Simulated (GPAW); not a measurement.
VN2 (I4/mcm), V K edge of atom 1, with 8 N at 2.13 Å (8-fold, site symmetry 422). Method: GPAW, LDA, excited-electron core hole (neutral cell), 24-atom cell with 6.1 Å between holes, 4×4×4 k points, dipole transitions, Gaussian full width 1.01 eV up to 4 eV, rising linearly to 3.5 eV at 25 eV.

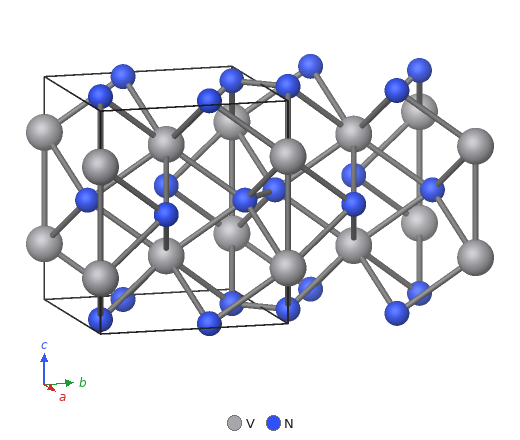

The structure (vanadium grey, nitrogen blue). 1×2×1 conventional cells are drawn. Some periodic images of atoms are drawn too.

```xyz
6
Lattice="-2.1507 2.1507 2.4914 2.1507 -2.1507 2.4914 2.1507 2.1507 -2.4914" Properties=species:S:1:pos:R:3 pbc="T T T"
V     0.0000    0.0000    3.7370
V     0.0000    0.0000    1.2457
N     0.4951    1.6556    0.0000
N    -0.4951    1.6556    2.4914
N     1.6556    0.4951    2.4914
N     2.6459    0.4951    0.0000
```

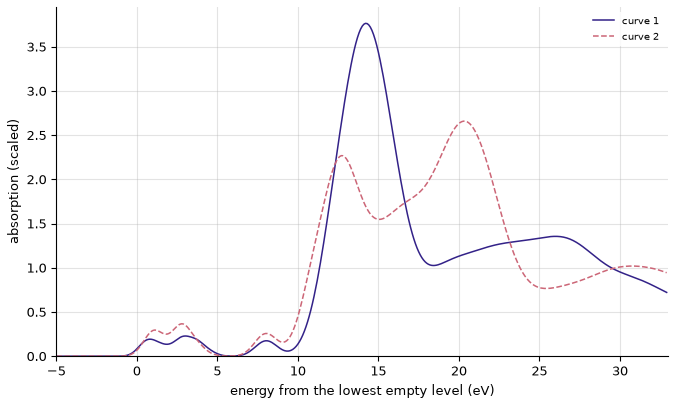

Energy from the lowest empty level; a common scale on which the isotropic spectrum has a mean of 1 over the first 20 eV.

The curves are for the electric vector along different Cartesian axes of the cell as given, averaged over the symmetry-equivalent atoms. Which is which?

Curve 1: along z (c), main maxima 3.0 eV (0.23), 8.0 eV (0.17), 14.2 eV (3.76) and 26.0 eV (1.36). Curve 2: along x (⊥ c) (the other in-plane axis gives the same curve within 3 %), main maxima 2.8 eV (0.37), 8.0 eV (0.26), 12.7 eV (2.27) and 20.3 eV (2.66). A K edge sees empty p states. The first eV above the zero hold little dipole weight, as the lowest empty bands are of d character; the main edge, of 4p character, rises through 0.6 near 10 eV above the zero. Each direction probes the empty orbitals that point along it. The hole lies in one spin channel, while the script sums the empty states of both and takes the lower zero; where the two channels are split, this blurs and shifts the curve. Quadrupole 1s→3d transitions, which feed the pre-edge, are not in the dipole spectrum.

[Banner, clock and machine lines of the logs are left out without a mark of their own.]

[Logs are printed without paths, hosts, clocks, repeated set-up lines and the standing remarks that a program may print on its own settings, such as how far it seeks lower states.]

[Hosts, paths, dates, database ids (printed as entryN), source tags and the programs' standing remarks are cut or masked in the printed files.]

[Lists of maxima count a maximum above −3 eV only where it reaches 4 % of the highest in the window and stands out from its surroundings by 2 % of it (1.5 % where it reaches 55 %); shoulders and weaker maxima are passed over, and of the rest the first, up to two pre-edge ones and the few strongest are named.]
